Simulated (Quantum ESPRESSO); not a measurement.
# The valence band of WC as photoemission sees it, part 3 of 15

Wanted: projected DOS of WC, weighted into photoemission and X-ray emission spectra, at several levels of theory.

Quantum ESPRESSO 7.5; DFT, PBE, plane waves, ultrasoft GBRV pseudopotentials, scalar-relativistic (the session's first sound run).

So far. Step 2 (The base run: self-consistent run): The run ends at a pressure of 3.56 GPa.

### Step 4. Projected DOS and spectra

projwfc.x splits the states by atom and shell, which the spectra need, since each shell has its own cross section.

Input file projwfc.in:

```
&projwfc
  prefix = 'pes'
  outdir = './tmp'
  filpdos = 'pes'
  ngauss = 0
  degauss = 0.00735
  DeltaE = 0.05
  Emin = -9.36
  Emax = 32.64
/
```

Launch:

```sh
$ OMP_NUM_THREADS=1 mpirun -n 4 projwfc.x -nk 4 -in projwfc.in > projwfc.out
```

Log:

```text
[banner, memory and clock lines left out]
Program PROJWFC v.7.5 starts

          URL

     ./tmp/pes.save/

     IMPORTANT: XC functional enforced from input :
     Exchange-correlation= PBE
                           (   1   4   3   4   0   0   0)
     Any further DFT definition will be discarded
     Please, verify this is what you really want

     G-vector sticks info

     negative rho (up, down):  6.816E-02 0.000E+00

     Gaussian broadening (read from input): ngauss,degauss=   0    0.007350

     Calling projwave ....

  Problem Sizes
  natomwfc =           17
  nbnd     =           17
  nkstot   =          671
  npwx     =          622
  nkb      =           34

     Atomic states used for projection
     (read from pseudopotential files):

     state #   1: atom   1 (W  ), wfc  1 (l=0 m= 1)
     state #   2: atom   1 (W  ), wfc  2 (l=1 m= 1)
     state #   3: atom   1 (W  ), wfc  2 (l=1 m= 2)
     state #   4: atom   1 (W  ), wfc  2 (l=1 m= 3)
     state #   5: atom   1 (W  ), wfc  3 (l=2 m= 1)
     state #   6: atom   1 (W  ), wfc  3 (l=2 m= 2)
     state #   7: atom   1 (W  ), wfc  3 (l=2 m= 3)
     state #   8: atom   1 (W  ), wfc  3 (l=2 m= 4)
     state #   9: atom   1 (W  ), wfc  3 (l=2 m= 5)
     state #  10: atom   1 (W  ), wfc  4 (l=0 m= 1)
     state #  11: atom   1 (W  ), wfc  5 (l=1 m= 1)
     state #  12: atom   1 (W  ), wfc  5 (l=1 m= 2)
     state #  13: atom   1 (W  ), wfc  5 (l=1 m= 3)
     state #  14: atom   2 (C  ), wfc  1 (l=0 m= 1)
     state #  15: atom   2 (C  ), wfc  2 (l=1 m= 1)
     state #  16: atom   2 (C  ), wfc  2 (l=1 m= 2)
     state #  17: atom   2 (C  ), wfc  2 (l=1 m= 3)

 k =   0.0000000000  0.0000000000  0.0000000000
==== e(   1) =   -53.36662 eV ====
     psi = 0.951*[#   1]+0.041*[#  10]+0.008*[#  14]
    |psi|^2 = 1.000
==== e(   2) =   -17.35001 eV ====
     psi = 0.964*[#   2]+0.020*[#  15]+0.016*[#  11]
    |psi|^2 = 1.000
==== e(   3) =   -17.24951 eV ====
     psi = 0.479*[#   3]+0.479*[#   4]+0.019*[#  12]+0.019*[#  13]+0.002*[#  16]
          +0.002*[#  17]
    |psi|^2 = 1.000
==== e(   4) =   -17.24951 eV ====
     psi = 0.479*[#   3]+0.479*[#   4]+0.019*[#  12]+0.019*[#  13]+0.002*[#  16]
          +0.002*[#  17]
    |psi|^2 = 1.000
==== e(   5) =     6.19595 eV ====
     psi = 0.590*[#  10]+0.359*[#  14]+0.045*[#   1]+0.004*[#   5]
    |psi|^2 = 0.998
==== e(   6) =    16.33263 eV ====
     psi = 0.975*[#   5]+0.016*[#  10]+0.005*[#  14]
    |psi|^2 = 0.997
==== e(   7) =    17.30718 eV ====
     psi = 0.322*[#   8]+0.322*[#   9]+0.177*[#  16]+0.177*[#  17]
    |psi|^2 = 1.000
==== e(   8) =    17.30718 eV ====
     psi = 0.322*[#   8]+0.322*[#   9]+0.177*[#  16]+0.177*[#  17]
    |psi|^2 = 1.000
==== e(   9) =    20.73047 eV ====
     psi = 0.914*[#  15]+0.070*[#  11]+0.010*[#   2]
    |psi|^2 = 0.995
==== e(  10) =    23.88288 eV ====
     psi = 0.499*[#   6]+0.499*[#   7]
    |psi|^2 = 0.998
==== e(  11) =    23.88288 eV ====
     psi = 0.499*[#   6]+0.499*[#   7]
    |psi|^2 = 0.998
==== e(  12) =    26.26028 eV ====
     psi = 0.307*[#  16]+0.307*[#  17]+0.172*[#   8]+0.172*[#   9]+0.011*[#  12]
          +0.011*[#  13]
    |psi|^2 = 0.982
==== e(  13) =    26.26028 eV ====
     psi = 0.307*[#  16]+0.307*[#  17]+0.172*[#   8]+0.172*[#   9]+0.011*[#  12]
          +0.011*[#  13]
    |psi|^2 = 0.982
==== e(  14) =    27.03957 eV ====
     psi = 0.514*[#  14]+0.307*[#  10]+0.012*[#   5]+0.002*[#   1]
    |psi|^2 = 0.834
==== e(  15) =    34.96348 eV ====
     psi = 0.094*[#  14]+0.033*[#  10]+0.008*[#   5]
    |psi|^2 = 0.134
==== e(  16) =    37.34147 eV ====
     psi = 0.188*[#  12]+0.188*[#  13]+0.011*[#  16]+0.011*[#  17]+0.008*[#   3]
          +0.008*[#   4]+0.004*[#   8]+0.004*[#   9]
    |psi|^2 = 0.422
[...]
psi = 0.188*[#  12]+0.188*[#  13]+0.011*[#  16]+0.011*[#  17]+0.008*[#   3]
          +0.008*[#   4]+0.004*[#   8]+0.004*[#   9]
[...]
k =   0.0000000000  0.0000000000  0.0512321089
[...]
psi = 0.937*[#   1]+0.031*[#  10]+0.023*[#  11]+0.006*[#  14]+0.002*[#  15]

[...]
psi = 0.965*[#   2]+0.019*[#  15]+0.012*[#  11]+0.003*[#  10]
[...]
psi = 0.479*[#   3]+0.479*[#   4]+0.019*[#  12]+0.019*[#  13]+0.002*[#  16]
          +0.002*[#  17]
[...]
psi = 0.479*[#   3]+0.479*[#   4]+0.019*[#  12]+0.019*[#  13]+0.002*[#  16]
          +0.002*[#  17]
[...]
psi = 0.551*[#  10]+0.350*[#  14]+0.047*[#   1]+0.043*[#  11]+0.003*[#   5]
          +0.003*[#  15]
[...]
psi = 0.946*[#   5]+0.020*[#  15]+0.019*[#  10]+0.007*[#  14]+0.003*[#  11]
          +0.001*[#   1]+0.001*[#   2]
[...]
psi = 0.321*[#   8]+0.321*[#   9]+0.177*[#  16]+0.177*[#  17]
[...]
psi = 0.321*[#   8]+0.321*[#   9]+0.177*[#  16]+0.177*[#  17]
[...]
psi = 0.882*[#  15]+0.064*[#  11]+0.028*[#   5]+0.009*[#   2]+0.007*[#  14]
          +0.004*[#  10]
[...]
psi = 0.464*[#   6]+0.464*[#   7]+0.017*[#   8]+0.017*[#   9]+0.016*[#  16]
          +0.016*[#  17]
[...]
psi = 0.464*[#   6]+0.464*[#   7]+0.017*[#   8]+0.017*[#   9]+0.016*[#  16]
          +0.016*[#  17]
[...]
psi = 0.292*[#  16]+0.292*[#  17]+0.157*[#   8]+0.157*[#   9]+0.034*[#   6]
          +0.034*[#   7]+0.009*[#  12]+0.009*[#  13]
[...]
psi = 0.292*[#  16]+0.292*[#  17]+0.157*[#   8]+0.157*[#   9]+0.034*[#   6]
          +0.034*[#   7]+0.009*[#  12]+0.009*[#  13]
[...]
+0.003*[#   1]
[...]
+0.001*[#   2]
[...]
+0.008*[#   4]+0.004*[#   8]+0.004*[#   9]
[...]
+0.008*[#   4]+0.004*[#   8]+0.004*[#   9]
[...]
k =   0.0000000000  0.0000000000  0.1024642177
[...]
+0.002*[#   5]
[...]
+0.002*[#  17]
[...]
+0.002*[#  17]
[...]
+0.004*[#   2]+0.002*[#   5]
[...]
+0.004*[#   2]+0.001*[#   1]
[...]
+0.004*[#   7]
[...]
+0.036*[#  17]+0.002*[#  12]+0.002*[#  13]
[...]
+0.036*[#  17]+0.002*[#  12]+0.002*[#  13]
[...]
+0.081*[#   7]+0.006*[#  12]+0.006*[#  13]
[...]
+0.081*[#   7]+0.006*[#  12]+0.006*[#  13]
[...]
+0.004*[#   1]+0.004*[#   2]
[...]
k =   0.0000000000  0.0481125224  0.1024642177
[...]
+0.013*[#  13]+0.009*[#  15]+0.004*[#   2]+0.002*[#   5]
[...]
+0.004*[#   2]+0.002*[#  16]+0.002*[#  17]+0.002*[#   8]+0.002*[#   9]
[...]
+0.004*[#   6]+0.004*[#   7]+0.004*[#   5]+0.003*[#  10]+0.001*[#  15]

[...]
+0.019*[#  14]+0.010*[#  10]+0.007*[#   2]+0.005*[#   8]+0.005*[#   9]

[...]
+0.037*[#  16]+0.037*[#  17]+0.006*[#   5]+0.005*[#  11]+0.002*[#  14]
[...]
+0.084*[#   7]+0.024*[#  14]+0.006*[#  10]+0.005*[#  12]+0.005*[#  13]

[...]
+0.012*[#  17]+0.010*[#  12]+0.010*[#  13]+0.008*[#   5]+0.005*[#   1]
[...]
+0.022*[#  15]+0.009*[#   1]+0.008*[#   5]+0.004*[#   2]+0.003*[#  16]
[...]
+0.002*[#   5]+0.002*[#  15]+0.002*[#   8]+0.002*[#   9]
[...]
k =   0.0000000000  0.0481125224  0.1536963266
[...]
k =   0.0000000000  0.0481125224  0.2049284355
[...]
+0.012*[#   2]+0.003*[#   1]+0.002*[#   6]+0.002*[#   7]
[...]
+0.021*[#   2]+0.005*[#  12]+0.005*[#  13]+0.001*[#   5]
[...]
+0.015*[#   2]+0.006*[#   1]+0.003*[#   6]+0.003*[#   7]
[...]
+0.016*[#  13]+0.015*[#  14]+0.005*[#   5]+0.004*[#   2]
[...]
+0.016*[#   2]+0.009*[#   1]+0.003*[#   6]+0.003*[#   7]
[...]
+0.016*[#   2]+0.014*[#   1]+0.003*[#   6]+0.003*[#   7]
[...]
+0.117*[#   7]+0.003*[#  11]+0.001*[#   5]+0.001*[#  10]
[...]
+0.013*[#  17]+0.013*[#   5]+0.003*[#  15]+0.002*[#  10]
[...]
+0.002*[#   6]+0.002*[#   7]+0.001*[#  16]+0.001*[#  17]
[...]
psi = 0.929*[#   2]+0.053*[#  11]+0.015*[#  14]
[...]
+0.013*[#   1]+0.009*[#   5]+0.004*[#   6]+0.004*[#   7]
[...]
+0.028*[#  11]+0.007*[#   2]+0.002*[#  12]+0.002*[#  13]
[...]
psi = 0.927*[#   2]+0.057*[#  11]+0.015*[#  14]
[...]
psi = 0.471*[#   3]+0.471*[#   4]+0.028*[#  12]+0.028*[#  13]
[...]
psi = 0.470*[#   3]+0.470*[#   4]+0.030*[#  12]+0.030*[#  13]
[...]
psi = 0.283*[#   6]+0.283*[#   7]+0.215*[#  16]+0.215*[#  17]
[...]
psi = 0.498*[#   8]+0.498*[#   9]
[...]
psi = 0.271*[#  16]+0.271*[#  17]+0.209*[#   6]+0.209*[#   7]
[...]
psi = 0.016*[#  11]+0.016*[#  14]
[...]
psi = 0.964*[#   2]+0.018*[#  15]+0.018*[#  11]
[...]
psi = 0.499*[#   6]+0.499*[#   7]
[...]
psi = 0.414*[#   6]+0.414*[#   7]+0.150*[#  15]+0.017*[#  11]
[...]
k =   0.0000000000  0.0962250449  0.3073926532
[...]
psi = 0.474*[#   3]+0.474*[#   4]+0.024*[#  12]+0.024*[#  13]
[...]
k =   0.0000000000  0.0962250449  0.3586247620
[...]
psi = 0.473*[#   3]+0.473*[#   4]+0.026*[#  12]+0.026*[#  13]
[...]
k =   0.0000000000  0.0962250449  0.4098568709
[...]
psi = 0.472*[#   3]+0.472*[#   4]+0.028*[#  12]+0.028*[#  13]
[...]
[... cut ...]
  14]
[...]
k =   0.2916666667  0.5051814856  0.2561605443
[...]
k =   0.2916666667  0.5051814856  0.3073926532
[...]
+0.004*[#  10]+0.003*[#   3]+0.003*[#   4]+0.003*[#  11]
[...]
+0.003*[#   3]+0.003*[#   4]+0.002*[#  10]
[...]
+0.001*[#   9]+0.001*[#   1]+0.001*[#  15]
[...]
k =   0.2916666667  0.5051814856  0.3586247620
[...]
+0.004*[#   9]+0.003*[#  14]+0.001*[#  16]+0.001*[#  17]
[...]
+0.002*[#   4]+0.002*[#  11]+0.001*[#  10]
[...]
+0.002*[#  10]+0.002*[#  16]+0.002*[#  17]
[...]
+0.003*[#   3]+0.003*[#   4]+0.002*[#  11]
[...]
+0.011*[#  17]+0.009*[#  10]+0.002*[#   5]+0.002*[#  14]
[...]
+0.005*[#  10]+0.005*[#  11]+0.003*[#   3]+0.003*[#   4]
[...]
+0.002*[#   7]
[...]
+0.010*[#  17]
[...]
+0.019*[#  10]
[...]
+0.008*[#  10]
[...]
+0.003*[#  13]+0.002*[#   8]+0.002*[#   9]+0.001*[#  14]
[...]
+0.003*[#   3]+0.003*[#   4]
[...]
+0.001*[#   8]+0.001*[#   9]+0.001*[#  15]
[...]
+0.011*[#  13]+0.009*[#   2]+0.007*[#  14]+0.005*[#  15]
[...]
k =   0.2916666667  0.5051814856  0.4098568709
[...]
+0.001*[#  15]
[...]
+0.002*[#   4]+0.001*[#  11]
[...]
+0.003*[#   9]+0.001*[#  14]
[...]
+0.003*[#  12]+0.003*[#  13]
[...]
+0.002*[#  16]+0.002*[#  17]
[...]
+0.001*[#   3]+0.001*[#   4]
[...]
+0.004*[#  16]+0.004*[#  17]+0.004*[#   5]
[...]
+0.003*[#  14]+0.002*[#  12]+0.002*[#  13]
[...]
+0.006*[#   6]+0.006*[#   7]+0.003*[#   3]+0.003*[#   4]+0.001*[#   2]

[...]
+0.015*[#   9]+0.015*[#  15]+0.004*[#  12]+0.004*[#  13]
[...]
psi = 0.322*[#  14]+0.182*[#   6]+0.182*[#   7]+0.113*[#   8]+0.113*[#   9]
          +0.029*[#  15]+0.017*[#  12]+0.017*[#  13]+0.005*[#  16]+0.005*[#  17]
          +0.003*[#   5]
[...]
psi = 0.200*[#  15]+0.179*[#   8]+0.179*[#   9]+0.101*[#   6]+0.101*[#   7]
          +0.085*[#  14]+0.044*[#  12]+0.044*[#  13]+0.019*[#  10]+0.018*[#  16]
          +0.018*[#  17]
[...]
psi = 0.194*[#  16]+0.194*[#  17]+0.155*[#   6]+0.155*[#   7]+0.068*[#  15]
          +0.054*[#  12]+0.054*[#  13]+0.049*[#   8]+0.049*[#   9]+0.006*[#  10]
          +0.004*[#  14]+0.001*[#  11]
    |psi|^2 = 0.985
==== e(  14) =    30.52109 eV ====
     psi = 0.779*[#  10]+0.032*[#   1]+0.032*[#   5]+0.027*[#  16]+0.027*[#  17]
          +0.010*[#  15]+0.005*[#  12]+0.005*[#  13]+0.004*[#   8]+0.004*[#   9]
          +0.003*[#   6]+0.003*[#   7]+0.003*[#  11]+0.001*[#  14]
    |psi|^2 = 0.933
==== e(  15) =    33.16193 eV ====
     psi = 0.314*[#  12]+0.314*[#  13]+0.061*[#  16]+0.061*[#  17]+0.042*[#   8]
          +0.042*[#   9]+0.035*[#  15]+0.035*[#   6]+0.035*[#   7]+0.004*[#  14]
          +0.003*[#   3]+0.003*[#   4]
    |psi|^2 = 0.952
==== e(  16) =    34.77033 eV ====
     psi = 0.024*[#  11]+0.012*[#  10]+0.006*[#  12]+0.006*[#  13]+0.006*[#   6]
          +0.006*[#   7]+0.004*[#   5]+0.004*[#  14]+0.004*[#  16]+0.004*[#  17]

    |psi|^2 = 0.077
==== e(  17) =    37.24824 eV ====
     psi = 0.680*[#  11]+0.056*[#  16]+0.056*[#  17]+0.009*[#   2]+0.009*[#   5]
          +0.003*[#  14]+0.002*[#   6]+0.002*[#   7]+0.002*[#  15]+0.001*[#  12]
          +0.001*[#  13]
    |psi|^2 = 0.820

 k =   0.2916666667  0.5051814856  0.4610889798
==== e(   1) =   -53.26440 eV ====
     psi = 0.964*[#   1]+0.032*[#  10]+0.001*[#  15]
    |psi|^2 = 1.000
==== e(   2) =   -17.88726 eV ====
     psi = 0.960*[#   2]+0.019*[#  16]+0.019*[#  17]
    |psi|^2 = 1.000
==== e(   3) =   -17.79773 eV ====
     psi = 0.481*[#   3]+0.481*[#   4]+0.028*[#  15]+0.003*[#   8]+0.003*[#   9]

    |psi|^2 = 1.000
==== e(   4) =   -17.61563 eV ====
     psi = 0.487*[#   3]+0.487*[#   4]+0.008*[#  15]+0.005*[#   8]+0.005*[#
```

Elapsed: 2.5 s, on 4 MPI ranks of Intel Xeon at 2.60GHz (Ice Lake), shared host; 10 s of CPU time.

This step gave:

- zero of energy: Fermi level
- share of occupied states in no projected shell: 0.0017 of the occupied states in the window
- DOS at the Fermi level: 0.2737 states/eV/cell

The DOS has structure finer than the step of the table below, so its rows give means over 2 eV, whole bins alone (the curve runs from -16.1 to 12.0 eV). Peaks (eV: height): total -11.1: 2.81, -6.6: 1.77, -2.6: 1.88, -1.5: 1.83; W 5d -2.6: 0.929, -1.5: 1.30, 4.2: 1.26, 4.9: 1.17; C 2p -6.6: 0.762, -4.1: 0.692, -2.6: 0.812, 5.8: 0.427; W 6p -11.1: 0.404, -3.1: 0.141, -1.0: 0.140, 11.2: 0.149; C 2s -11.1: 1.35, 6.3: 0.281.

DOS against E, zero at the Fermi level; means over each step; values in states/eV/cell:

| E (eV) | total | W 5d | C 2p | W 6p | C 2s | W 6s |
| --- | --- | --- | --- | --- | --- | --- |
| -14 | 0.0767 | 0.00152 | 0.00165 | 0.0226 | 0.0239 | 0.0269 |
| -12 | 0.643 | 0.139 | 0.0149 | 0.159 | 0.271 | 0.0575 |
| -10 | 0.280 | 0.0794 | 0.00294 | 0.0515 | 0.140 | 0.00637 |
| -8 | 0.0909 | 0.0288 | 0.0407 | 0.00631 | 0.00233 | 0.0127 |
| -6 | 0.985 | 0.426 | 0.422 | 0.0555 | 0.0254 | 0.0559 |
| -4 | 1.30 | 0.632 | 0.539 | 0.0818 | 0.0215 | 0.0229 |
| -2 | 1.27 | 0.722 | 0.427 | 0.0937 | 0.00602 | 0.0158 |
| 0 | 0.470 | 0.330 | 0.0844 | 0.0452 | 0.00213 | 0.00562 |
| 2 | 0.641 | 0.544 | 0.0655 | 0.0127 | 0.00791 | 0.00461 |
| 4 | 1.31 | 0.923 | 0.258 | 0.0272 | 0.0616 | 0.0209 |
| 6 | 1.33 | 0.717 | 0.366 | 0.0343 | 0.155 | 0.0288 |
| 8 | 0.613 | 0.253 | 0.256 | 0.0218 | 0.0409 | 0.0224 |
| 10 | 0.528 | 0.0573 | 0.107 | 0.0668 | 0.0800 | 0.164 |

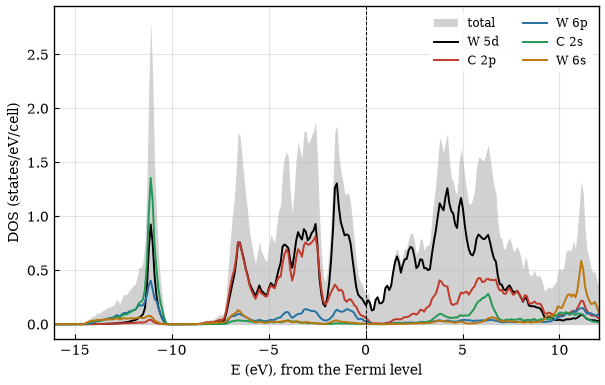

DOS, plotted against E.

This run's widths, added to any smearing of the DOS itself: Gaussian 0.2 eV, Lorentzian 0.2 eV plus 0.05 an eV of depth. The intensity by binding energy, zero at the Fermi level; values in % of the maximum within 13 eV:

| binding energy (eV) | 21.2 eV | 150 eV | 400 eV | 1486.7 eV | 8047.8 eV |
| --- | --- | --- | --- | --- | --- |
| -1 | 2.30 | 1.17 | 1.58 | 2.24 | 2.26 |
| 0 | 15.4 | 6.55 | 10.3 | 16.2 | 16.3 |
| 1 | 74.5 | 30.0 | 51.2 | 82.1 | 82.4 |
| 2 | 52.3 | 23.9 | 30.8 | 46.3 | 46.3 |
| 3 | 99.9 | 48.5 | 55.9 | 80.4 | 80.4 |
| 4 | 81.5 | 42.6 | 48.6 | 66.4 | 66.8 |
| 5 | 48.4 | 26.7 | 29.6 | 38.7 | 39.3 |
| 6 | 54.9 | 31.3 | 34.4 | 43.6 | 45.7 |
| 7 | 38.9 | 23.4 | 24.7 | 29.8 | 32.7 |
| 8 | 7.24 | 6.16 | 6.34 | 6.00 | 6.75 |
| 9 | 3.41 | 6.04 | 6.13 | 3.85 | 4.00 |
| 10 | 5.63 | 18.5 | 18.5 | 8.63 | 8.41 |
| 11 | 25.1 | 98.5 | 98.4 | 44.5 | 42.5 |
| 12 | - | 36.2 | 35.8 | 14.6 | 17.0 |
| 13 | - | 15.7 | 15.6 | 5.85 | 8.45 |
| 14 | - | 7.37 | 7.39 | 2.78 | 4.40 |
| 15 | - | 2.61 | 2.63 | 1.15 | 1.54 |
| 16 | - | 1.38 | 1.39 | 0.679 | 0.815 |

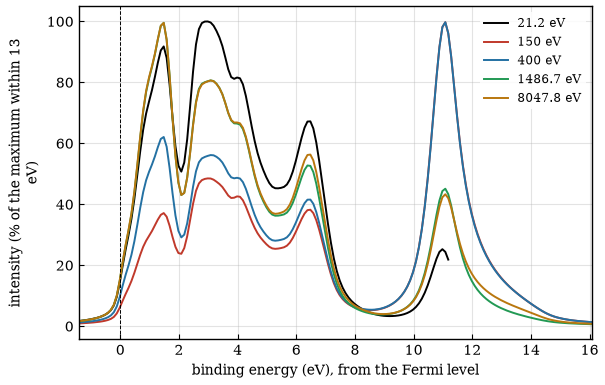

Intensity, plotted against binding energy.

Maxima picked by a test of local sharpness, so broad peaks and shoulders can be missing; peaks within 0.45 eV of a curve's cut are left out. Valence peaks, by row:

| photon energy (eV) | binding energy (eV) | height (% of the maximum within 13 eV) | main shell | its share (%) |
| --- | --- | --- | --- | --- |
| 21.2 | 6.454 | 67.48 | W 5d | 52.82 |
| 21.2 | 4.004 | 81.68 | W 5d | 56.51 |
| 21.2 | 2.954 | 100 | W 5d | 56.28 |
| 21.2 | 1.454 | 92.01 | W 5d | 76.68 |
| 150 | 11.05 | 100 | C 2s | 91.81 |
| 150 | 6.454 | 38.33 | C 2p | 53.32 |
| 150 | 4.004 | 42.67 | C 2p | 53.49 |
| 150 | 3.004 | 48.52 | C 2p | 58.04 |
| 150 | 1.454 | 37.16 | W 5d | 57.88 |
| 400 | 11.05 | 100 | C 2s | 80.46 |
| 400 | 6.454 | 41.7 | W 5d | 67.71 |
| 400 | 3.104 | 56.19 | W 5d | 79.58 |
| 400 | 1.454 | 62.35 | W 5d | 89.52 |
| 1487 | 11.05 | 45.24 | W 5d | 65.66 |
| 1487 | 6.404 | 52.92 | W 5d | 94.12 |
| 1487 | 3.104 | 80.67 | W 5d | 97.6 |
| 1487 | 1.454 | 100 | W 5d | 98.28 |
| 8048 | 11.05 | 43.33 | W 5d | 66.32 |
| 8048 | 6.454 | 56.53 | W 5d | 85.08 |
| 8048 | 3.104 | 80.65 | W 5d | 94.44 |
| 8048 | 1.454 | 100 | W 5d | 95.07 |

(Part 3 of 15 ends here.)

[Logs are printed without paths, hosts, clocks, repeated set-up lines and the standing remarks that a program may print on its own settings, such as how far it seeks lower states.]

[Hosts, paths, dates, database ids (printed as entryN), source tags and the programs' standing remarks are cut or masked in the printed files.]

[Maps of the electrostatic potential energy from Ansatz leave out the sawtooth potential of an applied field or a dipole correction, so their vacuum need not be flat; work functions include it.]

[Peak lists hold at most the 14 tallest peaks of each spectrum; further lines can be left out.]
